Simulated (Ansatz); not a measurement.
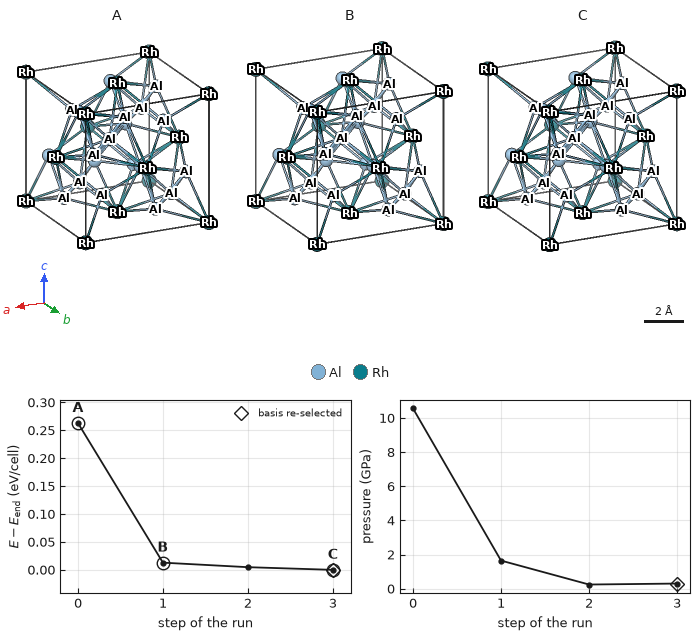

Frames of a relaxation of solid Al5Rh (a generated structure, set up in F-43m) (coarse preliminary run), marked on the history of the run. A ball-and-stick model of the conventional cell (4 times the calculation's cell), seen from a free direction. Lengths and directions refer to the drawn axes.

All numbers below come from DFT PBE, scalar-relativistic, plane waves, PAW in Ansatz. Set-up: plane-wave cutoff 420 eV; k-point mesh 4 × 4 × 4; occupations gaussian; smearing width 0.1 eV; no spin polarisation; cell and atoms relaxed; force threshold 0.04 eV/Å; at most 70 steps.

Describe the path.

Over 2 accepted moves (3 points after the start) the energy falls by 0.263 eV per cell of the calculation. Largest force component: 0.059 eV/Å at the start, 0.0093 eV/Å at the end. Pressure: 10.56 GPa at the start and 0.31 GPa at the end. The SCF was repeated once at an unchanged geometry on a basis and grid sized afresh for the cell, which shifted the energy by 4.8 meV per cell of the calculation at most. The atoms keep their places relative to the cell (all moves are under 0.005 Å). The drawn cell changes as follows: a = b = c 7.038 → 7.257 Å (+3.1 %); the volume changes by +9.6 %. Some distances before and after: Al–Rh 3.047 → 3.142 Å, Al–Rh 2.918 → 3.008 Å, Al–Al 2.484 → 2.567 Å. The space group stays F-43m (No. 216). The run took 7.8 s on 1 thread of Intel(R) Xeon(R) Processor @ 2.70GHz (shared host), peak memory 0.35 GiB. From step 0 to 1: volume +8.0 %, energy −0.250 eV per cell of the calculation. From step 1 to 3: volume +1.5 %, energy −12.9 meV per cell of the calculation.

```
step  E − E(0), meV/atom  largest force component, eV/Å  pressure, GPa  volume, Å³/atom                      note
   0                0.00                         0.0591          10.56           14.525                          
   1              -41.68                         0.0415           1.65           15.687                          
   2              -43.03                         0.0094           0.25           15.924                          
   3              -43.83                         0.0093           0.31           15.924  same geometry, new basis
```
